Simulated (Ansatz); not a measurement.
# YSi2Ru2: relaxation and properties, part 3 of 3

Aim: for YSi2Ru2, relax cell and atoms and compute bands, density of states and charges.

Ansatz 0.2.0; DFT LDA, scalar-relativistic, plane waves, PAW. Earlier steps stand in the parts before.

### 5 Electronic structure at the relaxed geometry

The COD entry's cell or inner coordinates are ideal or old and differ from later refinements, so a difference from it is no clean test against experiment.

Input file input.yaml:

```yaml
crystal:
  lattice:
    - [-2.0552783476, 2.0552783476, 4.7146886119]
    - [2.0552783476, -2.0552783476, 4.7146886119]
    - [2.0552783476, 2.0552783476, -4.7146886119]
  atoms:
    - { symbol: "Y", position: [0.0, 0.0, 0.0] }
    - { symbol: Si, position: [0.3686175844, 0.3686175844, 0.0] }
    - { symbol: Si, position: [0.6313824156, 0.6313824156, 0.0] }
    - { symbol: Ru, position: [0.75, 0.25, 0.5] }
    - { symbol: Ru, position: [0.25, 0.75, 0.5] }
basis:
  ecutwfc: 420
kpoints:
  mp_grid: { grid: [12, 12, 12] }
  band_path:
    path:
      - [[0.0, 0.0, 0.0], [0.0, 0.0, 0.5], [0.25, 0.25, 0.25], [0.0, 0.5, 0.0], [0.0, 0.0, 0.0], [0.5, 0.5, -0.5], [0.29750893, 0.70249107, -0.29750893]]
      - [[-0.29750893, 0.29750893, 0.29750893], [0.0, 0.0, 0.0]]
      - [[0.0, 0.0, 0.5], [-0.09501787, 0.09501787, 0.5]]
      - [[0.5, 0.5, -0.09501787], [0.5, 0.5, -0.5]]
    npoints: 14
hamiltonian:
  xc: lda
scf:
  occupations: { method: gaussian, width: 0.1 }
  n_extra_bands: 12
output:
  forces: true
  stress: true
  eigenvalues: true
  populations: true
  dos: { projected: true, de: 0.02, nscf_kmesh: { grid: [18, 18, 18] } }
  bader: true
  write_density: true
  write_potential: true
  elf: true
  volumetric_format: npy
```

Started as:

```sh
ansatz run input.yaml --threads 2 --pin off --max-ram 5120MiB --backend cpu --events-out ev --progress --plain --runs-dir out
```

The log of the run:

```text
Warning: RAYON_NUM_THREADS=2 ignored (pool sized by the plan → 2); use --threads N
scf.n_extra_bands = 12 over 26 filled bands (N_el = 51.0): the run solves 38 bands
Engine: ansatz 0.2.0, x86_64-unknown-linux-gnu
Pseudopotentials: kind: paw
Pseudopotential: Y, paw, valence charge 11, recommended cutoff 420 eV (normal), Y.paw.azcp
Pseudopotential: Si, paw, valence charge 4, recommended cutoff 420 eV (normal), Si.paw.azcp
Pseudopotential: Ru, paw, valence charge 16, recommended cutoff 420 eV (normal), Ru.paw.azcp
Functional definition: SPW92
  exchange = slater_x
  correlation = pw_c
Crystal: 5 atoms, lattice volume = 79.663 Å³
Basis set: ecut = 420 eV, 1555 PW (Γ)
Bands: 38, of which v1, the nominal top of the filled ones, is band 26 counted from 1 (25 counted from 0)
Symmetry: 16 space group operations
Space group: I4/mmm (ITA 139), of the structure as read, at distance tolerance 4.3e-5 Å
k-points: 163 of 1728
Non-local potential: Y, projectors of the file, l = 0: 3, l = 1: 2, l = 2: 2, l = 3: 1
Non-local potential: Si, projectors of the file, l = 0: 2, l = 1: 2, l = 2: 2
Non-local potential: Ru, projectors of the file, l = 0: 3, l = 1: 2, l = 2: 2, l = 3: 1
PAW form: soft (Blöchl's): semilocal exchange-correlation on the pseudo side does not see the compensation charge
PAW frozen core: Y, regenerated for the run's functional, and the local potential with it (the file was generated under x = pbe(κ = 0.804, μ = 0.2195149727645171), c = pbe(β = 0.06672455060314922))
PAW frozen core: Si, regenerated for the run's functional, and the local potential with it (the file was generated under x = pbe(κ = 0.804, μ = 0.2195149727645171), c = pbe(β = 0.06672455060314922))
PAW frozen core: Ru, regenerated for the run's functional, and the local potential with it (the file was generated under x = pbe(κ = 0.804, μ = 0.2195149727645171), c = pbe(β = 0.06672455060314922))
PAW one-centre angular grid: Y, 590 points (default); XC on 64 Gauss nodes
PAW one-centre angular grid: Si, 110 points (default); XC on 64 Gauss nodes
PAW one-centre angular grid: Ru, 590 points (default); XC on 64 Gauss nodes
Initial density: superposition of atomic densities (neutral atoms: chi_scale 0, normalization atom), corrected by the library's trained network
Initial wavefunctions: pseudopotential atomic-orbital guess
Functional: x = slater, c = lda
SCF iter   1: F=—  HF=-16484.145540 eV  |F-HF|=—  |Δ(HF+E_count)|=         —  Δρ=6.56e-3  dr2=2.30e-2  ethr=1.77e-3  ⟨swp⟩=5.1  Hψ=24570  notcnv=0  defer=131
preconditioner: auto → Kerker (q_TF=auto, 2.533 Å⁻¹)  [metal: Δε(μ)=0.004 eV  Ē_g=11.659 eV  σ=0.100 eV  W_gap=0.02  n_scr=22 (ndim 8)  ℏωp=23.9 eV  f_vac=0.000  D(μ)=2.31/eV (n_scr^D=14)]
SCF iter   2: F=—  HF=-16484.142407 eV  |F-HF|=—  |Δ(HF+E_count)|=   3.13e-3  Δρ=3.42e-3  dr2=6.79e-3  ethr=4.52e-5  ⟨swp⟩=1.1  Hψ=7508  notcnv=0  defer=235
SCF iter   3: F=—  HF=-16484.140742 eV  |F-HF|=—  |Δ(HF+E_count)|=   1.67e-3  Δρ=5.21e-4  dr2=3.12e-4  ethr=1.33e-5  ⟨swp⟩=2.2  Hψ=7838  notcnv=0  defer=235
SCF iter   4: F=—  HF=-16484.140649 eV  |F-HF|=—  |Δ(HF+E_count)|=   9.31e-5  Δρ=1.40e-4  dr2=2.26e-5  ethr=6.13e-7  ⟨swp⟩=2.3  Hψ=8713  notcnv=0  defer=235
SCF iter   5: F=—  HF=-16484.140643 eV  |F-HF|=—  |Δ(HF+E_count)|=   5.80e-6  Δρ=3.59e-5  dr2=1.13e-6  ethr=4.43e-8  ⟨swp⟩=2.2  Hψ=8123  notcnv=0  defer=235
SCF iter   6: F=-16484.140643 eV  HF=-16484.140643 eV  |F-HF|=2.54e-8  |Δ(HF+E_count)|=   2.98e-7  Δρ=8.77e-6  dr2=5.95e-8  ethr=1.96e-10  ⟨swp⟩=12.8  Hψ=44549  notcnv=0
SCF 1 converged in 6 iterations: F = -16484.140643 eV  dr2 = 5.95e-8
NSCF: frozen V_eff on 130 k-points
NSCF: frozen V_eff on 480 k-points
SCF converged after 6 iterations
Free energy (F): -16484.140643 eV
Harris-Foulkes:  -16484.140643 eV  (|F-HF|=2.54e-8)
Internal energy: -16484.128830 eV  (E = F + TS)
E sigma→0 (E₀):  -16484.134736 eV
Entropy (-TS):   -0.011813 eV (-2.363 meV/atom)
Fermi energy:    15.052941 eV
--- Per-component energies (eV) ---
  E_band       = -332.983786
  E_kinetic    = 1432.123522
  E_local      = -4536.501569  (includes V_loc(G=0)·N_el)
  E_nonlocal   = 806.473518
  E_hartree    = 1629.541490
  E_xc         = -667.506020
  E_vxc        = -779.848239  (∫ρ·V_xc dr)
  E_paw        = -10381.085880  (= ΣΔE_a)
  E_vpaw       = -514.299195  (= ΣTr[D̂ρ^β])
  E_aug_tail   = -0.000441  (compensation charges beyond the density's cutoff)
  E_ewald      = -4768.815067
  E_core_change = 1.641617  (= ΣΔE_core)
  E_smearing   = -0.011813  (= −TS)
  E_closure    = -0.000000  (closes the sum)
  Σ components = -16484.140643   (vs F -16484.140643, Δ=0.00e0)
--- Forces (eV/Å), atoms counted from 1 ---
  atom   1  Y     -0.00000000    -0.00000000    -0.00000000
  atom   2  Si     0.00000000    -0.00000000     0.00059550
  atom   3  Si     0.00000000    -0.00000000    -0.00059550
  atom   4  Ru    -0.00000000    -0.00000000     0.00000000
  atom   5  Ru    -0.00000000    -0.00000000     0.00000000
  max |Σ_I F_I| component: 1.91e-17 eV/Å
--- Stress (GPa, compression-positive) ---
       -0.011165       0.000000       0.000000
        0.000000      -0.011165      -0.000000
        0.000000       0.000000      -0.010450
  P = ⅓ Tr σ = -0.0109 GPa (-0.109 kbar)
--- Band table (eV; the first three rows and the last of 163) ---
  k-point 0: bands = ["-56.8432", "-56.7965", "-27.1225", "-27.1225", "-26.9663", "-26.8875", "-26.8721", "-26.8721", "-26.8263", "-7.0568", "-7.0568", "-6.9867", "4.6043", "7.6357", "9.3127", "11.0304", "11.0304", "11.0853", "13.1619", "13.4296", "13.4296", "14.2472", "14.5999", "14.6952", "14.6952", "14.8336", "15.1282", "16.6177", "18.1593", "18.4701", "18.4701", "19.2947", "20.2929", "21.4934", "21.4934", "21.5407", "23.4243", "24.3166"]
  k-point 1: bands = ["-56.8416", "-56.7980", "-27.1250", "-27.1042", "-26.9707", "-26.8868", "-26.8853", "-26.8704", "-26.8282", "-7.0643", "-7.0618", "-6.9861", "4.7298", "7.6959", "9.4327", "10.7672", "11.1117", "11.2817", "12.6975", "13.1783", "13.9186", "14.0667", "14.5935", "14.6126", "14.6539", "14.7164", "15.0620", "16.7368", "17.2546", "18.6996", "18.7063", "20.1446", "20.6410", "20.9771", "21.1033", "22.3630", "23.6395", "23.8469"]
  k-point 2: bands = ["-56.8373", "-56.8023", "-27.1320", "-27.0543", "-26.9937", "-26.9155", "-26.8793", "-26.8656", "-26.8336", "-7.0835", "-7.0757", "-6.9842", "5.0738", "7.8584", "9.6795", "10.4720", "11.3388", "11.5546", "12.2511", "12.3820", "13.9294", "14.2977", "14.3563", "14.3737", "14.4459", "14.6351", "14.9894", "16.5919", "16.9500", "18.8087", "19.2465", "20.3250", "20.6320", "21.0475", "21.8342", "22.7227", "23.1833", "23.4982"]
  k-point 162: bands = ["-56.8432", "-56.7965", "-27.1226", "-27.1226", "-27.0549", "-26.8720", "-26.8720", "-26.8257", "-26.7971", "-7.0525", "-7.0525", "-7.0139", "5.7788", "6.1746", "9.4684", "10.9998", "10.9998", "11.1706", "12.3373", "12.5696", "12.8449", "12.8449", "15.0326", "15.5560", "15.5560", "16.4190", "16.6172", "17.5949", "17.7154", "18.8383", "19.2240", "19.2240", "20.2804", "21.1987", "21.1987", "21.7055", "21.7055", "22.2442"]
--- Löwdin populations: 5 sites ---
  site symbol       q [e]
     0      Y     10.4965
     1     Si      4.0457
     2     Si      4.0457
     3     Ru     16.0304
     4     Ru     16.0304
  spilling = 0.006886 (of n_electrons = 51.000000)
--- Bader charges: 5 sites ---
  site symbol  charge [e]  shift [e]
     0      Y      1.6355     0.0000
     1     Si      0.3000     0.0094
     2     Si      0.3000     0.0094
     3     Ru     -1.1177     0.0094
     4     Ru     -1.1177     0.0094
  estimated error of the sums over rays = 8.5e-4 e
```

It took 77 s on 2 threads of Intel Xeon Platinum 8259CL at 2.50GHz (Skylake/Cascade Lake), shared host; peak memory 1 GiB.

By site:

```csv
atom,Löwdin electrons,Bader charge (e),Bader volume (Å³)
Y1,10.50,+1.64,14.9
Si2,4.05,+0.30,13.4
Si3,4.05,+0.30,13.4
Ru4,16.03,-1.12,19.0
Ru5,16.03,-1.12,19.0
```

The Löwdin counts miss 0.35 of the 51 electrons, which the atomic orbitals do not span, so they are no charges.

bands.tsv at the labelled points (eV, zero at the Fermi level; the bands nearest the Fermi level):

```
point  band 23  band 24  band 25  band 26  band 27  band 28  band 29  band 30
    Γ    -0.45    -0.36    -0.36    -0.22     0.07     1.56     3.11     3.42
    X    -2.03    -0.77    -0.68    -0.55    -0.46     1.93     2.16     3.86
    P    -2.01    -0.65    -0.65    -0.64    -0.59     2.06     2.06     3.49
    N    -1.90    -1.76    -0.77    -0.24     0.93     3.05     3.27     3.66
    Γ    -0.45    -0.36    -0.36    -0.22     0.07     1.56     3.11     3.42
    M    -0.02     0.50     0.50     1.37     1.56     2.54     2.66     3.79
    S    -1.55    -1.49    -1.46     1.17     1.34     2.19     3.39     3.45
   S0    -1.55    -1.49    -1.46     1.17     1.34     2.19     3.39     3.45
    Γ    -0.45    -0.36    -0.36    -0.22     0.07     1.56     3.11     3.42
    X    -2.03    -0.77    -0.68    -0.55    -0.46     1.93     2.16     3.86
    R    -2.04    -1.32    -0.68    -0.33     0.53     1.94     2.23     3.92
    G    -2.04    -1.32    -0.68    -0.33     0.53     1.94     2.23     3.92
    M    -0.02     0.50     0.50     1.37     1.56     2.54     2.66     3.79
```

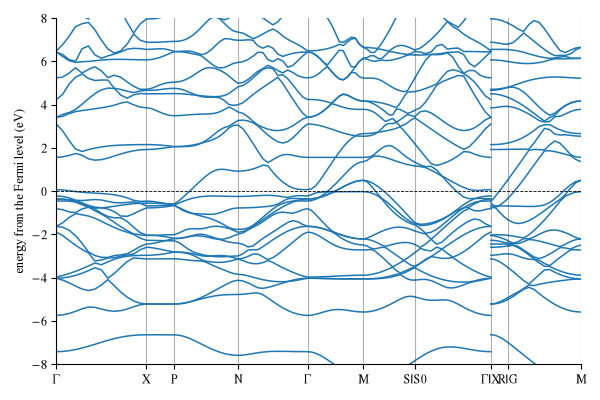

Bands along the path. Deeper bands lie below the window drawn.

States per cell in windows of 1 eV, from dos.tsv and pdos.tsv (zero at the Fermi level):

| from | to | total | Y 4d | Si 3s | Si 3p | Ru 4d |
| --- | --- | --- | --- | --- | --- | --- |
| -8 | -7 | 1.44 | 0.11 | 0.66 | 0.16 | 0.34 |
| -7 | -6 | 0.28 | 0.01 | 0.15 | 0.03 | 0.07 |
| -6 | -5 | 1.25 | 0.07 | 0.02 | 0.50 | 0.49 |
| -5 | -4 | 3.01 | 0.16 | 0.04 | 1.08 | 1.42 |
| -4 | -3 | 5.03 | 0.37 | 0.04 | 1.33 | 3.04 |
| -3 | -2 | 4.61 | 0.29 | 0.08 | 0.93 | 3.06 |
| -2 | -1 | 5.37 | 0.41 | 0.07 | 0.69 | 3.97 |
| -1 | 0 | 3.72 | 0.47 | 0.06 | 0.49 | 2.50 |
| 0 | 1 | 1.72 | 0.50 | 0.05 | 0.28 | 0.69 |
| 1 | 2 | 2.26 | 0.67 | 0.03 | 0.36 | 1.02 |
| 2 | 3 | 2.88 | 1.11 | 0.06 | 0.42 | 1.07 |
| 3 | 4 | 2.72 | 1.64 | 0.21 | 0.24 | 0.28 |
| 4 | 5 | 3.09 | 1.65 | 0.31 | 0.47 | 0.31 |
| 5 | 6 | 3.13 | 0.89 | 0.37 | 0.91 | 0.40 |

A further 26 or so states lie below the table's range.

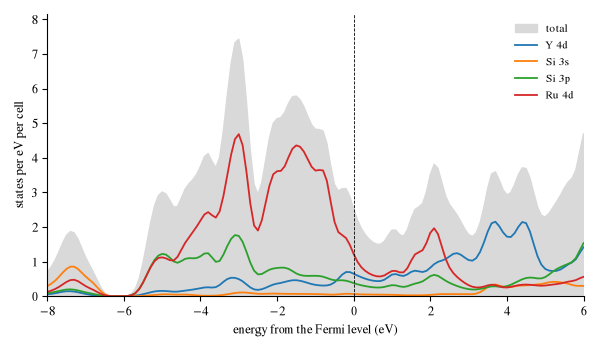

Total and projected density of states, smoothed over about 0.40 eV.

The maps below are laid out on this run's own conventional cell (a, b, c = 4.111, 4.111, 9.429 Å).

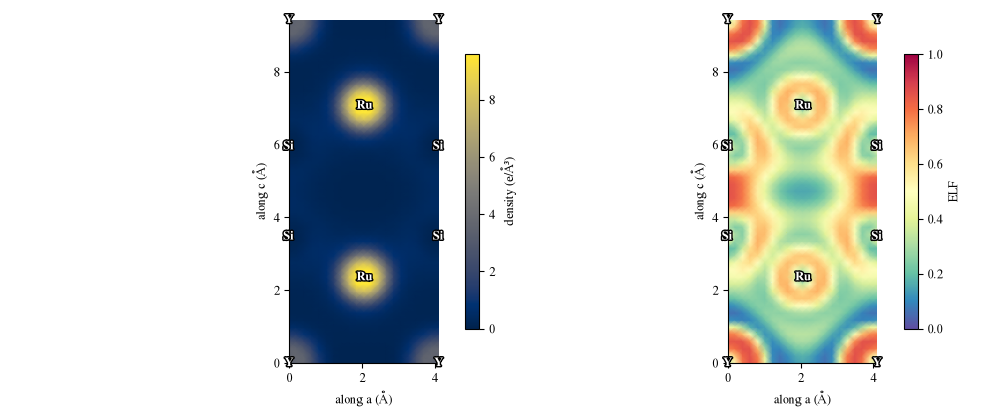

Density (left) and ELF (right) in a lattice plane of the grid's cell (edges 4.11 and 9.43 Å, at 0.000 of the third edge), which holds Y and Si and Ru. Only atoms in the plane are labelled. Both are smooth fields of the valence electrons: close to the nuclei they are not physical.

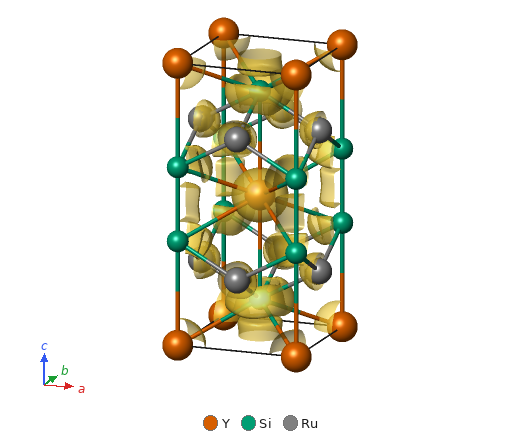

Surface of ELF = 0.64, drawn in one cell.

The highest ELF values outside the cores: 0.86 on the Si–Si line, 1.2 Å from Si; 0.70 beside Si, off the lines to its neighbours, 0.9 Å from Si.

### 6 Outcome

This closing draws on all 3 parts. Changes of volume or cell count from the first structure of part 1.

| quantity | value |
| --- | --- |
| relaxed cell (conventional) | a = 4.111 Å, b = 4.111 Å, c = 9.429 Å, α = 90.00°, β = 90.00°, γ = 90.00° |
| space group (0.01 Å) | I4/mmm (No. 139) |
| volume | 15.93 Å³/atom |
| formation energy (elements from runs with the same settings, not shown) | -0.94 eV/atom |
| gap | none (metal) |
| states at the Fermi level | 2.27 per eV per cell |
| Bader charges | Y +1.64, Si +0.30, Ru -1.12 e |

What this shows: The cell shrank by 3.3 % in volume on relaxing. LDA usually gives cells that are too small. A measured lattice constant a of YSi2Ru2 is 4.158 Å (quoted in “Revealing the intrinsic electronic structure and complex fermiology of YRu2Si2 using angle-resolved photoemission spectroscopy”, 2023, arxiv:2304.07871); the calculated 4.111 Å misses it by -1.1 %. Measured lattice constant c of YSi2Ru2: 9.546 Å (quoted in “Revealing the intrinsic electronic structure and complex fermiology of YRu2Si2 using angle-resolved photoemission spectroscopy”, 2023, arxiv:2304.07871). This calculation gives 9.429 Å (-1.2 %). That is the cell relaxed with LDA, without thermal expansion or zero-point motion. There is no gap at this level. Of the projected weight within 0.25 eV of the Fermi level, the largest part is Ru 4d (51 %) and Y 4d (27 %). Bader charges reach 1.6 e, so charge transfer in this metal is strong.
